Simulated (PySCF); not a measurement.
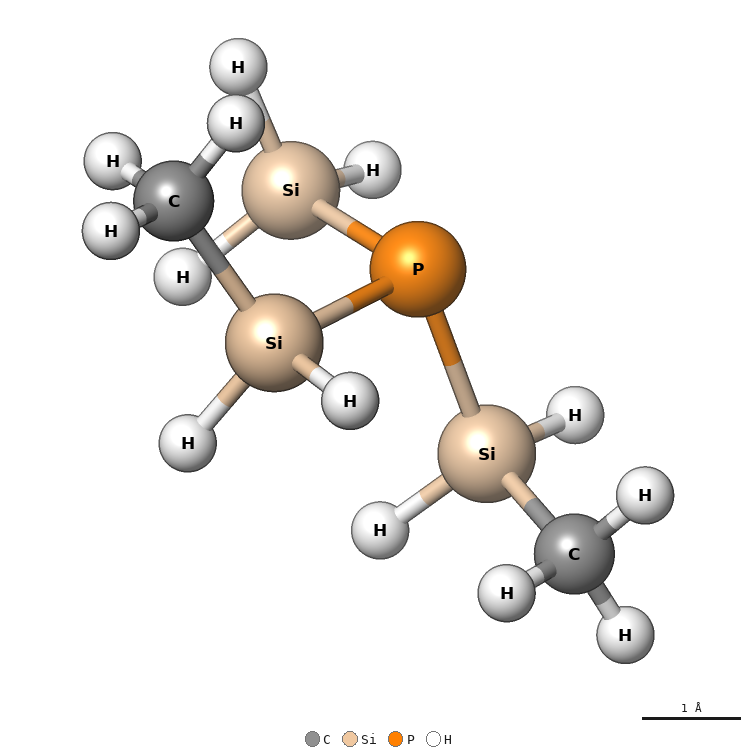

A ball-and-stick model of a molecule. Every bond is drawn as one stick, whatever its order.

Computed geometry: GFN2-xTB optimisation. No frequency run is at hand to confirm it as a minimum.

Description:

Formula C2H13PSi3. Its SMILES string is `C[SiH2]P([SiH3])[SiH2]C`. It has no ring. Among its groups: Si–H bond. This geometry has C1 symmetry. Coordination: 2 C tetrahedral; 3 Si tetrahedral; 1 P trigonal pyramidal.

More results for the same structure follow; atom numbers are the same in all pictures, views and colours differ.

### Electronic properties

No frequency run is at hand to confirm it as a minimum. Properties computed with PBE0/pcSseg-1, gas phase (PySCF 2.14.0).

> Estimate the dipole moment.

0.98 D.

> Give the HOMO energy (Kohn–Sham orbital) at this level.

−6.93 eV.

> What is the HOMO–LUMO gap?

6.93 eV.

### NMR shielding

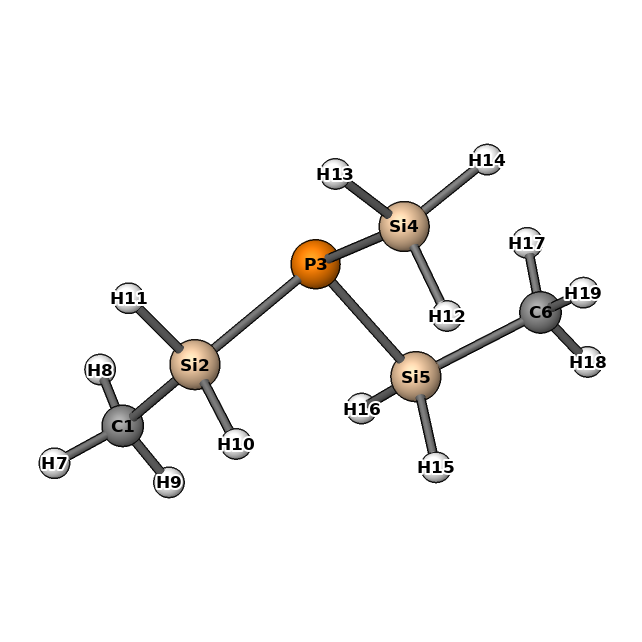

The questions are on isotropic NMR shieldings of the Si atoms. No frequency run is at hand to confirm it as a minimum. Level of theory: GIAO PBE0/pcSseg-1 NMR shielding, non-relativistic, gas phase (PySCF 2.14.0).

List the isotropic NMR shieldings of the Si atoms.

```
atom  σ (ppm)
 Si2    394.4
 Si4    431.6
 Si5    393.9
```

### Charges

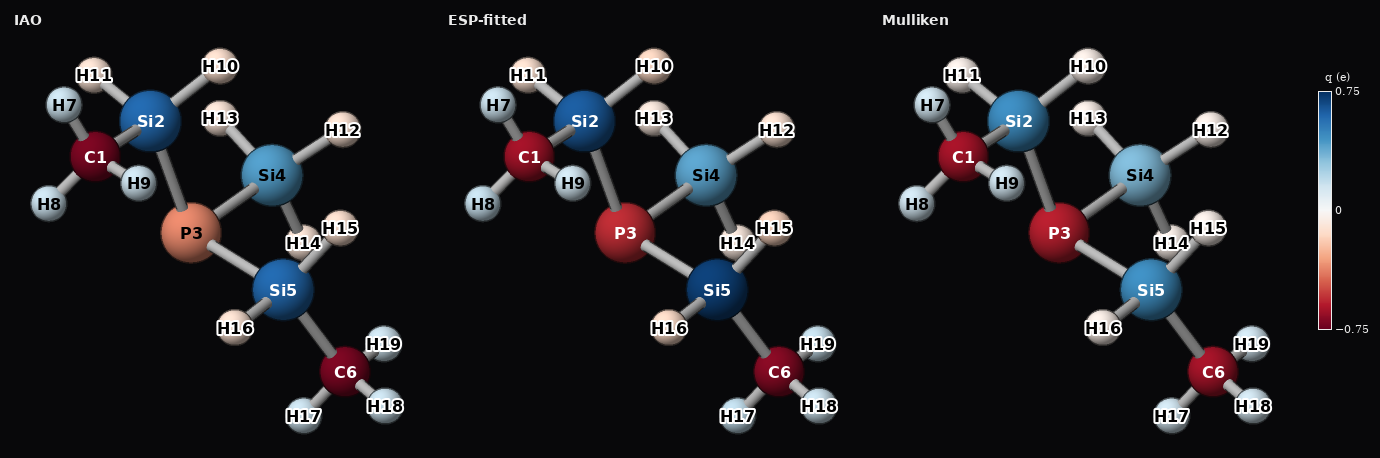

Atomic charges of one calculation by 3 schemes, on one colour scale. No frequency run is at hand to confirm it as a minimum. Level of theory: PBE0/pcSseg-1 (PySCF 2.14.0).

> On which atom do the schemes disagree most?

On P3 (from −0.58 to −0.36 e); Si5 (from 0.47 to 0.70 e).

List the charges (e), one line for each set of equivalent atoms.

```json
{"atom": "C1", "IAO": "−0.70", "ESP-fitted": "−0.63", "Mulliken": "−0.62"}
{"atom": "Si2", "IAO": "0.59", "ESP-fitted": "0.62", "Mulliken": "0.47"}
{"atom": "P3", "IAO": "−0.36", "ESP-fitted": "−0.55", "Mulliken": "−0.58"}
{"atom": "Si4", "IAO": "0.42", "ESP-fitted": "0.40", "Mulliken": "0.33"}
{"atom": "Si5", "IAO": "0.59", "ESP-fitted": "0.70", "Mulliken": "0.47"}
{"atom": "C6", "IAO": "−0.70", "ESP-fitted": "−0.68", "Mulliken": "−0.62"}
{"atom": "H7", "IAO": "0.16", "ESP-fitted": "0.16", "Mulliken": "0.15"}
{"atom": "H8", "IAO": "0.16", "ESP-fitted": "0.17", "Mulliken": "0.15"}
{"atom": "H9", "IAO": "0.16", "ESP-fitted": "0.15", "Mulliken": "0.15"}
{"atom": "H10", "IAO": "−0.13", "ESP-fitted": "−0.16", "Mulliken": "−0.05"}
{"atom": "H11", "IAO": "−0.11", "ESP-fitted": "−0.12", "Mulliken": "−0.05"}
{"atom": "H12", "IAO": "−0.12", "ESP-fitted": "−0.11", "Mulliken": "−0.05"}
{"atom": "H13", "IAO": "−0.10", "ESP-fitted": "−0.08", "Mulliken": "−0.05"}
{"atom": "H14", "IAO": "−0.10", "ESP-fitted": "−0.08", "Mulliken": "−0.05"}
{"atom": "H15", "IAO": "−0.13", "ESP-fitted": "−0.16", "Mulliken": "−0.05"}
{"atom": "H16", "IAO": "−0.11", "ESP-fitted": "−0.14", "Mulliken": "−0.05"}
{"atom": "H17", "IAO": "0.16", "ESP-fitted": "0.18", "Mulliken": "0.15"}
{"atom": "H18", "IAO": "0.16", "ESP-fitted": "0.16", "Mulliken": "0.15"}
{"atom": "H19", "IAO": "0.16", "ESP-fitted": "0.18", "Mulliken": "0.15"}
```

### Bond orders

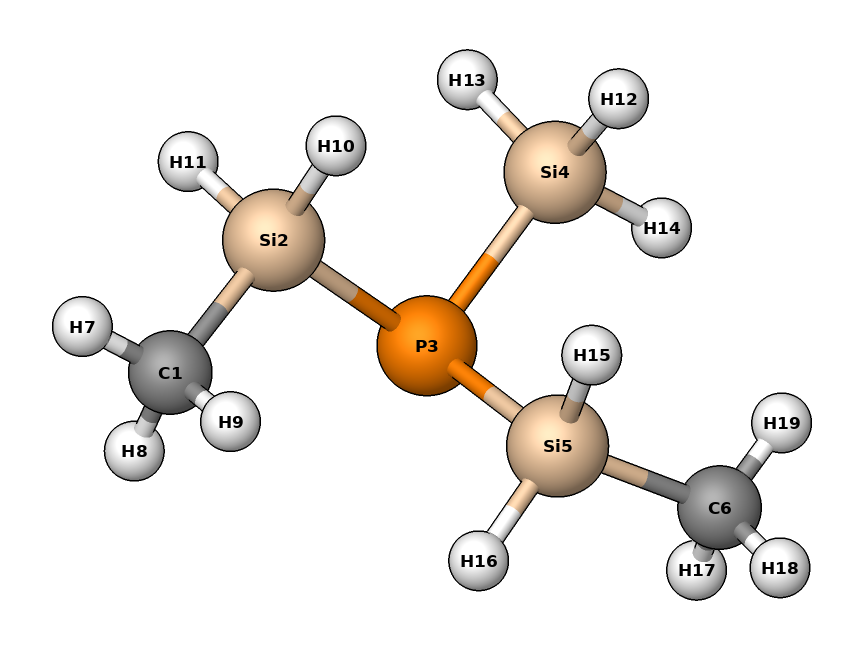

Every bond is drawn as one stick. No frequency run is at hand to confirm it as a minimum. Level of theory: PBE0/pcSseg-1 (PySCF 2.14.0).

List the Mayer bond orders of C1–Si2, Si2–P3, P3–Si4, P3–Si5, Si5–C6 (bonds between heavy atoms, one of each equivalent set).

| bond | Mayer order | length (Å) |
| --- | --- | --- |
| C1–Si2 | 0.95 | 1.897 |
| Si2–P3 | 0.92 | 2.231 |
| P3–Si4 | 0.92 | 2.222 |
| P3–Si5 | 0.91 | 2.233 |
| Si5–C6 | 0.96 | 1.897 |

Mulliken values depend strongly on the basis set and can even reverse the polarity of a bond. The geometry is semi-empirical. Around P, Si such bond lengths and angles can be off by a tenth of an ångström or more and by several degrees, and values that hang on the shape move with them.
